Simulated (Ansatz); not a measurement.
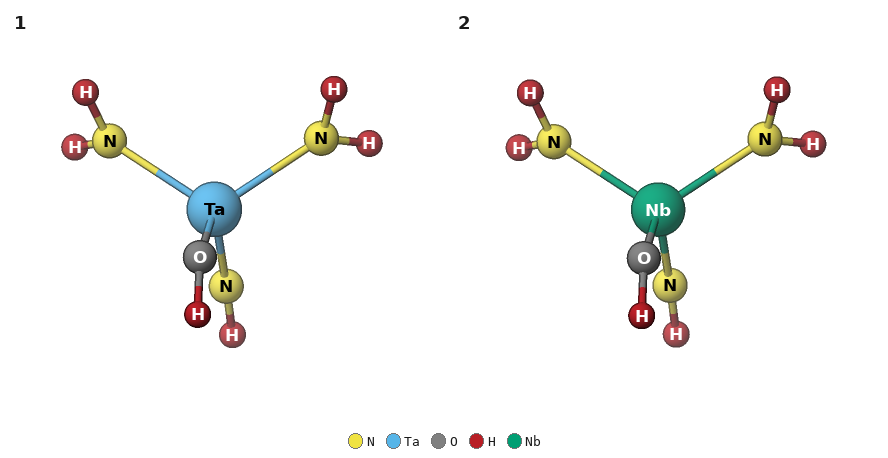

2 molecules with one skeleton, seen from the same side and at one scale. Each species is neutral and a spin singlet. Computed geometries: PBE0-D4/def2-TZVP optimisations, one conformation each. Properties computed with Ansatz 0.2.0. Elements past Kr carry core potentials.

One atom differs, called X below: Ta in panel 1, Nb in panel 2. Their formulas are H6N3OTa (`[NH]=[Ta]([NH2])([NH2])[OH]`), H6N3NbO (`[NH]=[Nb]([NH2])([NH2])[OH]`).

Question: In which is the HOMO–LUMO gap larger (r2SCAN-D4/def2-TZVPP)?

Answer: In panel 1 (X = Ta).

Question: In which is the dipole moment larger (r2SCAN-D4/def2-TZVPP)?

Answer: In panel 1 (X = Ta).

Give the values. With PBE0-D4/def2-TZVP: length of X–O (Å), smallest angle N–X–O (°), largest angle N–X–O (°). With r2SCAN-D4/def2-TZVPP: dipole moment (D), HOMO energy (Kohn–Sham orbital) (eV), HOMO–LUMO gap (eV).

```
                            quantity  1 (Ta)  2 (Nb)   2 − 1
                   length of X–O (Å)   1.921   1.915  −0.006
            smallest angle N–X–O (°)   108.7   109.3    +0.6
             largest angle N–X–O (°)   115.0   114.6    −0.4
                   dipole moment (D)    0.72    0.32   −0.40
HOMO energy (Kohn–Sham orbital) (eV)   −5.89   −5.83   +0.06
                  HOMO–LUMO gap (eV)    5.62    4.99   −0.63
```
